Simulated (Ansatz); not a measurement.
**C₃H₆AlCl: single-point calculation**

The run: single-point calculation of C₃H₆AlCl, SMILES CC(Cl)=[CH][AlH2]. Method and program: RKS B3LYP-D4/def2-TZVPP (Ansatz 0.2.0).

The geometry comes from this level: PBE0-D4/def2-TZVP. Figures and captions count atoms from 1; the log counts them from 0 in places.

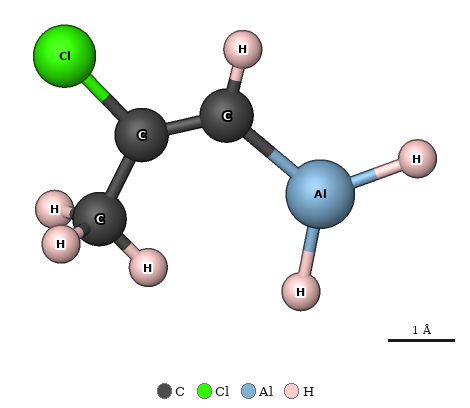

The structure as given in the input (ball-and-stick view, seen at a tilt). Sticks mark near contacts. Bond lengths as drawn: Al–C 1.93 Å, Al–H 1.59 Å, C–C 1.33 to 1.49 Å, C–Cl 1.75 Å and C–H 1.09 Å.

## Summary

```csv
quantity,value
outcome,converged
total energy,−22331.1389 eV
mean-field energy,−22330.7214 eV
dispersion energy,−0.4174 eV
SCF solution under orbital rotations,stable
HOMO,−7.29 eV
LUMO,−2.06 eV
largest force (length of the vector),0.406 eV/Å
dipole moment,0.97 D
hardware,"4 threads of Arm Neoverse V2, 23 GiB of memory available, shared host"
wall time,4.8 s (CPU time 18 s)
peak memory,0.77 GiB
```

## Input file
```yaml
crystal:
  periodic: [false, false, false]
  atoms:
    - {symbol: C, position_ang: [-0.681018, -1.352151, 0.174681]}
    - {symbol: C, position_ang: [-0.006012, -0.281905, 0.956697]}
    - {symbol: Cl, position_ang: [0.035141, -0.656810, 2.666443]}
    - {symbol: C, position_ang: [0.531176, 0.854609, 0.507993]}
    - {symbol: Al, position_ang: [0.575453, 1.428789, -1.337982]}
    - {symbol: H, position_ang: [-1.706975, -1.488095, 0.526249]}
    - {symbol: H, position_ang: [-0.696951, -1.106830, -0.887685]}
    - {symbol: H, position_ang: [-0.165870, -2.305912, 0.314437]}
    - {symbol: H, position_ang: [0.976181, 1.497441, 1.265375]}
    - {symbol: H, position_ang: [1.251118, 2.822459, -1.675673]}
    - {symbol: H, position_ang: [-0.046943, 0.531304, -2.489834]}
basis:
  gaussian: {orbitals: def2-TZVPP}
hamiltonian: {xc: {name: B3LYP}, dispersion: d4}
output: {forces: true, orbitals: {seedname: orbitals}}
```

Launch command:
```bash
ansatz run in.yaml --threads 4 --pin off --events-out ev --progress --plain --max-ram 10444MiB
```

## What the program printed
```
Functional definition: B3LYP
  name "B3LYP"
  cite "Stephens, Devlin, Chabalowski & Frisch, J. Phys. Chem. 98, 11623 (1994) doi:10.1021/j100096a001"
  cite "Becke, Phys. Rev. A 38, 3098 (1988) doi:10.1103/PhysRevA.38.3098"
  cite "Lee, Yang & Parr, Phys. Rev. B 37, 785 (1988) doi:10.1103/PhysRevB.37.785"
  cite "Vosko, Wilk & Nusair, Can. J. Phys. 58, 1200 (1980) doi:10.1139/p80-159"
  parameter a0 = 0.2
  parameter ax = 0.72
  parameter ac = 0.81
  exchange = (1 - a0 - ax)*slater_x + ax*b88_x + a0*exact_x
  correlation = (1 - ac)*vwn_rpa_c + ac*lyp_c
1500 factors; their error is unknown
mean field evaluation 1: about -22319.0055 eV, gradient 7.0e1 eV
mean field evaluation 2: about -22301.5374 eV, gradient 1.0e2 eV
mean field evaluation 4: about -22330.4264 eV, gradient 1.1e1 eV
mean field evaluation 8: about -22330.7208 eV, gradient 4.8e-1 eV
mean field evaluation 16: about -22330.7211 eV, gradient 3.2e-5 eV
mean field -22330.72113587 eV, -820.6388654369 hartree, gradient 3.2e-5 eV, S^2 0.000000; 0 other end points of the search recorded, 0 dependent functions left out
the calculation of the forces begins
reference -22330.72144785 eV, -820.6388769019 hartree; 27, 27 occupied and 234, 234 virtual orbitals, 1500 factors
Total energy: -22331.13886387 eV, -820.6542166575 hartree
Atom 0 at    -0.681018    -1.352151     0.174681 Å, force    -0.093358    -0.137654    -0.140903 eV/Å
Atom 1 at    -0.006012    -0.281905     0.956697 Å, force     0.044668     0.133551    -0.191995 eV/Å
Atom 2 at     0.035141    -0.656810     2.666443 Å, force     0.010868    -0.084108     0.397236 eV/Å
Atom 3 at     0.531176     0.854609     0.507993 Å, force     0.052528     0.098552    -0.000020 eV/Å
Atom 4 at     0.575453     1.428789    -1.337982 Å, force     0.018736     0.064366    -0.112215 eV/Å
Atom 5 at    -1.706975    -1.488095     0.526249 Å, force     0.044548    -0.007024    -0.033408 eV/Å
Atom 6 at    -0.696951    -1.106830    -0.887685 Å, force    -0.016614    -0.050991     0.076008 eV/Å
Atom 7 at    -0.165870    -2.305912     0.314437 Å, force    -0.035701     0.036661    -0.022285 eV/Å
Atom 8 at     0.976181     1.497441     1.265375 Å, force    -0.028098    -0.034252    -0.064279 eV/Å
Atom 9 at     1.251118     2.822459    -1.675673 Å, force    -0.040482    -0.084150     0.017145 eV/Å
Atom 10 at    -0.046943     0.531304    -2.489834 Å, force     0.042908     0.065049     0.074716 eV/Å
Dipole moment:    -0.074996    -0.099665    -0.159517 e Å
```

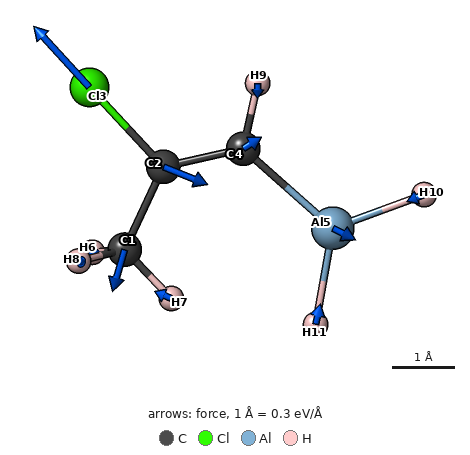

Forces on the atoms as blue arrows (ball-and-stick view, seen on its broad side; atoms are numbered from 1 in the order of the input). The largest act on Cl3 (0.41 eV/Å); C2 (0.24 eV/Å); C1 (0.22 eV/Å); Al5 (0.13 eV/Å). The geometry is not a stationary point of this energy.

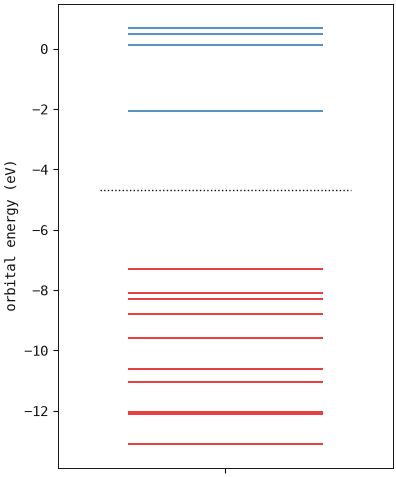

Orbital energies near the frontier; the dotted line parts filled from empty levels, and levels within 0.02 eV of each other stand side by side. Highest filled −7.29 eV, lowest empty −2.06 eV, 5.23 eV apart.

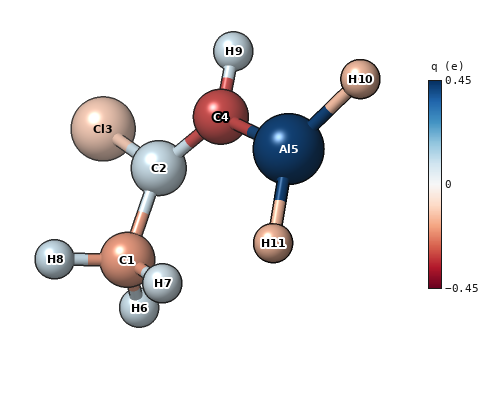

Mulliken charges, as the colour of each atom (ball-and-stick view, seen at a tilt; atoms are numbered from 1 in the order of the input). By element: C −0.31 to +0.10, Cl −0.12, Al +0.42 and H −0.14 to +0.10 e.
